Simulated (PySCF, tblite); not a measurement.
# C₃H₈O₃S₂: dynamics, then NMR shifts on frames, part 2 of 2

tblite 0.8.0 and PySCF 2.14.0. Atoms count from 0.

### 6 NMR shieldings: 800 fs, PBE0/pcSseg-1

Job settings and geometry (Å):

```
{"job": {"kind": "nmr", "xc": "PBE0", "basis": "pcSseg-1", "pop": false}, "charge": 0, "multiplicity": 1}
C      1.732100    -0.735000     1.150100
S      1.322400     1.055800     1.372400
C      0.101700     1.399100     0.012300
C     -1.342600     1.237000     0.470900
S     -1.686800    -0.532900     0.699900
O     -1.480900    -1.126200     1.977600
O     -1.179100    -1.205000    -0.464200
O     -3.210900    -0.199300     0.620000
H      2.595700    -0.903800     1.806100
H      2.061700    -0.965500     0.119800
H      0.913000    -1.417800     1.330100
H      0.243700     2.410700    -0.386300
H      0.222300     0.731500    -0.815100
H     -2.078500     1.439700    -0.292500
H     -1.662500     1.832400     1.337600
H     -3.661000    -0.804500     1.224200
```

Level: GIAO PBE0/pcSseg-1 NMR shielding, non-relativistic, gas phase.

The log of the run:

```text
coarse grid: 14728 points
cycle   1  E = -1140.0453317474  dE =  1.814e+00  |g| = 1.192e+00  |ddm| = 3.836e+00
cycle   2  E = -1139.6032415588  dE =  4.421e-01  |g| = 1.981e+00  |ddm| = 2.284e+00
cycle   3  E = -1140.2853325195  dE = -6.821e-01  |g| = 2.441e-01  |ddm| = 1.581e+00
cycle   4  E = -1140.2960337165  dE = -1.070e-02  |g| = 8.094e-02  |ddm| = 2.297e-01
cycle   5  E = -1140.2970793386  dE = -1.046e-03  |g| = 2.256e-02  |ddm| = 6.268e-02
cycle   6  E = -1140.2971813548  dE = -1.020e-04  |g| = 6.331e-03  |ddm| = 2.220e-02
cycle   7  E = -1140.2971883249  dE = -6.970e-06  |g| = 2.713e-03  |ddm| = 6.708e-03
final grid: 133720 points
cycle   8  E = -1140.3799152596  dE = -2.465e-05  |g| = 1.321e-02  |ddm| = 2.900e-02
cycle   9  E = -1140.3798670479  dE =  4.821e-05  |g| = 2.015e-02  |ddm| = 2.621e-02
cycle  10  E = -1140.3799502059  dE = -8.316e-05  |g| = 2.749e-03  |ddm| = 1.686e-02
cycle  11  E = -1140.3799515837  dE = -1.378e-06  |g| = 4.415e-04  |ddm| = 2.185e-03
cycle  12  E = -1140.3799516197  dE = -3.602e-08  |g| = 1.699e-04  |ddm| = 5.060e-04
cycle  13  E = -1140.3799516248  dE = -5.038e-09  |g| = 5.958e-05  |ddm| = 1.591e-04
cycle  14  E = -1140.3799516254  dE = -6.403e-10  |g| = 1.801e-05  |ddm| = 5.817e-05
converged SCF energy = -1140.3799516254

GIAO shielding tensors (ppm)
atom      isotropic    diamagn.    paramagn.     s11        s22        s33       span
  0 C      160.058     251.143     -91.085    141.398    152.898    185.877     44.479
  1 S      518.658    1056.077    -537.419    382.411    449.179    724.385    341.974
  2 C      152.572     251.409     -98.837    139.438    141.805    176.472     37.034
  3 C      120.123     257.673    -137.550     97.696    110.851    151.824     54.128
  4 S      197.400    1051.037    -853.637     64.534    128.776    398.891    334.357
  5 O      114.707     399.695    -284.988     75.421     95.246    173.454     98.032
  6 O       95.018     404.306    -309.288     36.666     74.644    173.743    137.077
  7 O      139.507     390.653    -251.147     55.912     93.316    269.292    213.380
  8 H       29.536      28.679       0.856     24.188     26.123     38.296     14.108
  9 H       29.234      31.028      -1.794     25.624     26.244     35.834     10.209
 10 H       28.669      31.992      -3.323     22.459     29.667     33.882     11.423
 11 H       28.966      30.355      -1.389     22.593     27.581     36.725     14.131
 12 H       29.230      33.632      -4.403     25.497     28.493     33.699      8.202
 13 H       28.387      31.897      -3.510     23.548     28.950     32.662      9.114
 14 H       28.061      29.950      -1.889     24.477     27.663     32.044      7.567
 15 H       27.371      26.904       0.466     21.781     23.094     37.237     15.457
```

Run time: 25 s. Hardware: 1 thread of Arm Neoverse V1, shared host; peak memory 0.92 GiB.

In short: δ C3 66.8, C2 34.4, C0 26.9, S4 306, H15 4.35, H14 3.66 ppm.

### 7 Nuclear shieldings: 1000 fs, PBE0/pcSseg-1

Job settings and geometry (Å):

```
{"job": {"kind": "nmr", "xc": "PBE0", "basis": "pcSseg-1", "pop": false}, "charge": 0, "multiplicity": 1}
C      1.863900    -0.249800     1.092800
S      1.249600     1.307300     1.799000
C      0.114300     1.817700     0.412100
C     -1.295600     1.542300     0.797200
S     -1.663100    -0.229100     0.535000
O     -1.273100    -1.043300     1.663600
O     -1.306500    -0.708000    -0.743100
O     -3.298400    -0.136900     0.551800
H      2.117200    -0.907200     1.942500
H      2.670400    -0.057500     0.421500
H      1.030100    -0.696400     0.516900
H      0.283600     2.897100     0.342500
H      0.421600     1.288900    -0.436100
H     -1.999300     1.932700     0.006600
H     -1.586000     1.686400     1.837300
H     -3.553900    -1.066100     0.584000
```

Method: GIAO PBE0/pcSseg-1 NMR shielding, non-relativistic, gas phase.

The log of the run:

```text
coarse grid: 14728 points
cycle   1  E = -1140.0265035792  dE =  1.793e+00  |g| = 1.225e+00  |ddm| = 3.815e+00
cycle   2  E = -1139.5097988431  dE =  5.167e-01  |g| = 2.096e+00  |ddm| = 2.422e+00
cycle   3  E = -1140.2842436559  dE = -7.744e-01  |g| = 2.484e-01  |ddm| = 1.680e+00
cycle   4  E = -1140.2948814856  dE = -1.064e-02  |g| = 9.895e-02  |ddm| = 2.428e-01
cycle   5  E = -1140.2964498652  dE = -1.568e-03  |g| = 2.836e-02  |ddm| = 7.724e-02
cycle   6  E = -1140.2966084115  dE = -1.585e-04  |g| = 8.684e-03  |ddm| = 2.850e-02
cycle   7  E = -1140.2966219924  dE = -1.358e-05  |g| = 3.007e-03  |ddm| = 8.398e-03
cycle   8  E = -1140.2966235158  dE = -1.523e-06  |g| = 7.651e-04  |ddm| = 2.491e-03
final grid: 133720 points
cycle   9  E = -1140.3795507120  dE = -3.130e-05  |g| = 1.201e-02  |ddm| = 2.853e-02
cycle  10  E = -1140.3795171430  dE =  3.357e-05  |g| = 1.715e-02  |ddm| = 2.302e-02
cycle  11  E = -1140.3795808622  dE = -6.372e-05  |g| = 1.874e-03  |ddm| = 1.459e-02
cycle  12  E = -1140.3795815270  dE = -6.647e-07  |g| = 4.240e-04  |ddm| = 1.670e-03
cycle  13  E = -1140.3795815568  dE = -2.979e-08  |g| = 1.813e-04  |ddm| = 4.522e-04
cycle  14  E = -1140.3795815626  dE = -5.823e-09  |g| = 4.945e-05  |ddm| = 1.566e-04
cycle  15  E = -1140.3795815631  dE = -4.738e-10  |g| = 1.600e-05  |ddm| = 5.081e-05
converged SCF energy = -1140.3795815631

GIAO shielding tensors (ppm)
atom      isotropic    diamagn.    paramagn.     s11        s22        s33       span
  0 C      161.952     253.735     -91.783    139.416    163.765    182.676     43.260
  1 S      512.356    1056.369    -544.013    329.013    439.727    768.328    439.315
  2 C      156.110     249.591     -93.481    136.687    153.725    177.919     41.232
  3 C      121.108     259.096    -137.987    105.028    115.312    142.984     37.956
  4 S      166.924    1052.621    -885.697     31.482    136.197    333.093    301.612
  5 O       71.194     401.369    -330.175     30.166     67.830    115.587     85.421
  6 O      103.292     404.426    -301.134     65.252     78.940    165.685    100.433
  7 O      108.829     391.484    -282.655     -0.589     60.771    266.304    266.893
  8 H       28.962      29.736      -0.774     24.324     25.660     36.902     12.578
  9 H       29.534      31.279      -1.745     24.127     27.415     37.060     12.933
 10 H       28.798      33.770      -4.972     22.221     29.725     34.449     12.228
 11 H       28.389      29.409      -1.020     21.280     27.562     36.324     15.044
 12 H       30.218      33.348      -3.130     26.681     29.786     34.187      7.506
 13 H       27.359      28.773      -1.414     22.619     27.265     32.192      9.573
 14 H       27.942      29.343      -1.401     24.681     27.674     31.470      6.789
 15 H       27.623      27.926      -0.303     22.875     23.615     36.380     13.506
```

It took 26 s on 1 thread of Arm Neoverse V1, shared host; peak memory 0.92 GiB.

This run: δ C3 65.8, C2 30.8, C0 25.0, S4 337, H13 4.36, H15 4.09 ppm.

### 8 Side by side: NMR shifts

Shifts (ppm) of some atoms, chosen among heavy atoms and hydrogens apart, with basis size and wall time:

```
  frame   H15   H12   S4   S1     O5     O6     O7  functions  time
 250 fs  6.59  2.28  358  -34  281.3  256.5  221.7        190  34 s
 425 fs  4.97  4.00  323    2  258.8  218.9  182.5        190  26 s
 625 fs  5.53  3.32  316  -43  246.5  230.5  211.7        190  25 s
 800 fs  4.35  2.49  306  -15  221.4  241.1  196.6        190  25 s
1000 fs  4.09  1.50  337   -9  264.9  232.8  227.3        190  26 s
```

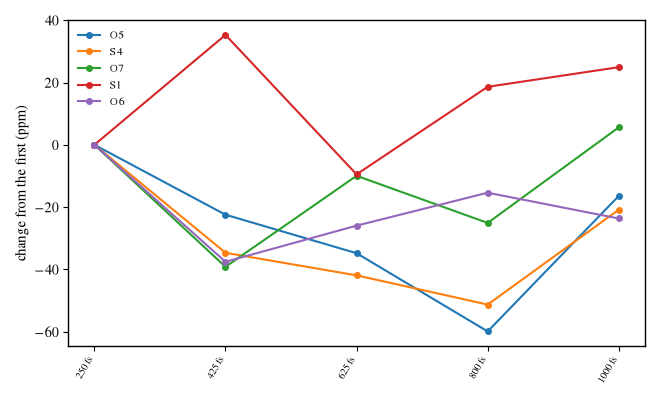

How five of the tabulated atoms move from run to run.

### 9 Results

This closing draws on all 2 parts.

```
                                      quantity                                               value
                                    thermostat                                               200 K
                 mean temperature, second half                                               205 K
       mean potential energy above the minimum                                             0.35 eV
¹³C shifts against TMS (PBE0/pcSseg-1, 250 fs)                                68.9, 32.5, 23.1 ppm
 ¹H shifts against TMS (PBE0/pcSseg-1, 250 fs)  6.59, 4.33, 3.85, 3.62, 2.80, 2.44, 2.37, 2.28 ppm
³³S shifts against CS2 (PBE0/pcSseg-1, 250 fs)                                        358, -34 ppm
¹⁷O shifts against H2O (PBE0/pcSseg-1, 250 fs)                             281.3, 256.5, 221.7 ppm
         surface potential, 1st and 99th percentile                                  -1.42 V and 2.86 V
                      range of the shift of O5                                  221.4 to 281.3 ppm
```

**Reading.** In the second half the potential energy averages 0.35 eV above the minimum; equipartition over 42 harmonic modes at 200 K would give 0.36 eV. With 16 atoms the temperature swings widely (89 to 289 K). Shifts at one fixed geometry are not the observed spectrum, which averages over the motion. In the first frame run (250 fs): Shielding is most anisotropic at S1 (span 333 ppm, paramagnetic term -519 ppm). In ppm, O5 moves most: its shift spreads over 59.9 ppm, from 221.4 (800 fs) to 281.3 (250 fs).
